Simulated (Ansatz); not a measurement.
**Cl$_{2}$H$_{6}$NOSi···H$_{3}$Si: density, localisation and related maps**

The calculation's input:

```
crystal:
  periodic: [false, false, false]
  atoms:
    - {symbol: Si, position_ang: [-1.358217, 0.413161, -0.345208]}
    - {symbol: Si, position_ang: [0.682231, -1.805047, -0.414658]}
    - {symbol: Cl, position_ang: [-2.839857, 1.771303, -0.909510]}
    - {symbol: Cl, position_ang: [-1.930491, -0.085642, 1.553082]}
    - {symbol: H, position_ang: [-1.452730, -0.597260, -1.405229]}
    - {symbol: H, position_ang: [0.739838, 1.204914, 0.747079]}
    - {symbol: N, position_ang: [0.047097, 1.536311, -0.298178]}
    - {symbol: H, position_ang: [1.074892, -0.361991, 0.930536]}
    - {symbol: O, position_ang: [1.381908, 0.542947, 1.509509]}
    - {symbol: H, position_ang: [1.840620, -2.680073, -0.020087]}
    - {symbol: H, position_ang: [-0.500231, -2.727593, -0.413545]}
    - {symbol: H, position_ang: [0.924873, -1.537335, -1.878660]}
    - {symbol: H, position_ang: [-0.244546, 2.508830, -0.357399]}
    - {symbol: H, position_ang: [0.682727, 1.338189, -1.068087]}
    - {symbol: H, position_ang: [0.951884, 0.479285, 2.370455]}
basis:
  gaussian: {orbitals: def2-TZVPP}
hamiltonian: {xc: pbe0, dispersion: d4}
output: {orbitals: {seedname: orbitals}}
```

Launched as:

```sh
ansatz run in.yaml --threads 5 --pin off --events-out ev --progress --plain --max-ram 66560MiB --backend cuda --devices 0, --max-vram 37GiB
```

A transition-state structure; geometry: PBE0-D4/def2-TZVP.

Theory: RKS PBE0-D4/def2-TZVPP in Ansatz 0.2.0.

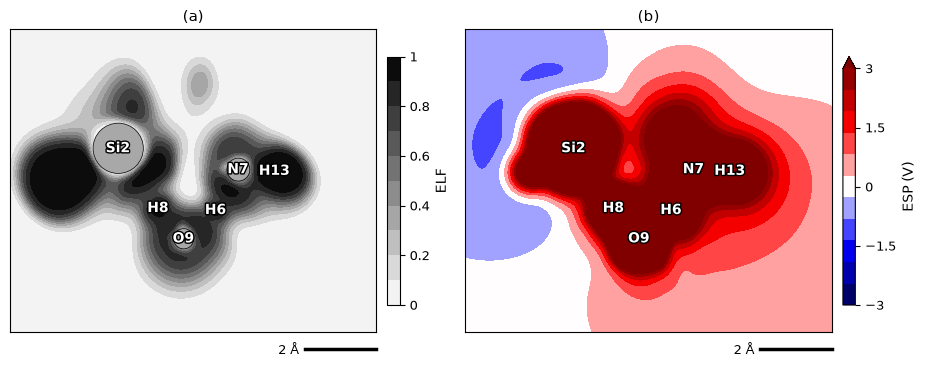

Figure 1. (a) electron localisation function; (b) electrostatic potential on the plane of atoms H6, N7 and H13. Grey discs cover the atomic cores in the ELF map.

**Read the bonding off the picture.**

- Atoms in the plane: Si, H, N and O.
- Si2···H8 (2.01 Å): the ELF peaks at about 0.95 between the atoms.
- N7···H6 (1.30 Å): the ELF peaks at about 0.95 between the atoms.
- N–H (1.02 Å): the ELF climbs to about 1 towards the hydrogen, as it does in any bond to H; an ordinary covalent bond to hydrogen.
- Outside the dense part of the complex the potential is most negative (−0.9 V) near H10, which lies off the plane.

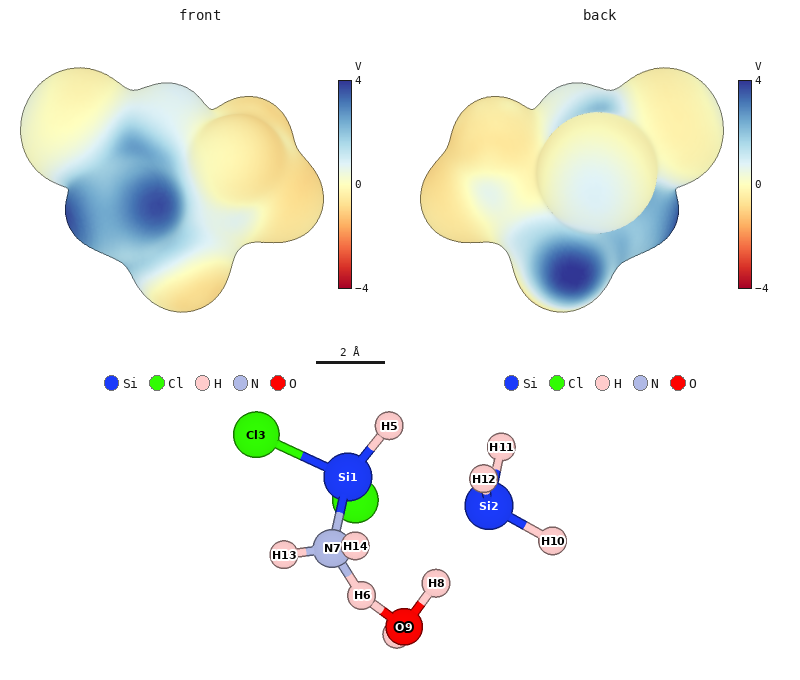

Figure 2. The molecular electrostatic potential painted on the density surface at 0.004 e/bohr³, seen from the front and from behind; the colour scale runs from red (negative) to blue (positive). The bare structure is drawn below in the same view.

**Describe the electrostatic potential map.**

The most negative region (about −0.9 V, or −21 kcal/mol for a unit charge) lies over O9 and H10, the most positive (about +3.9 V, or +90 kcal/mol for a unit charge) over H15. Cl3 shows a σ-hole: about +0.4 V, or +9 kcal/mol for a unit charge at the tip opposite its bond, against about 0.0 V on its flanks.

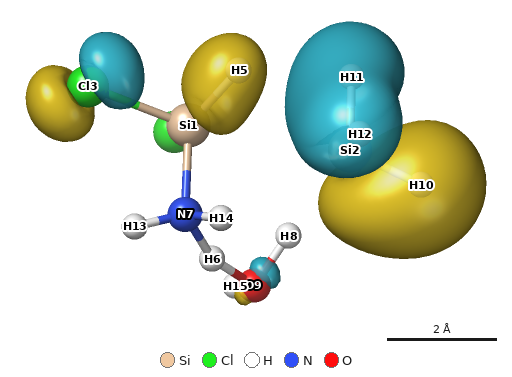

Figure 3. The HOMO−1 at ±0.08 Å⁻³ᐟ² (yellow and cyan are the two phases), seen at a tilt.

**Describe this orbital and give its energy.**

It lies mainly on Si2 (about 35 %), H10 (about 30 %), H11 (about 10 %) and H12 (about 5 %). Its energy is −8.47 eV.
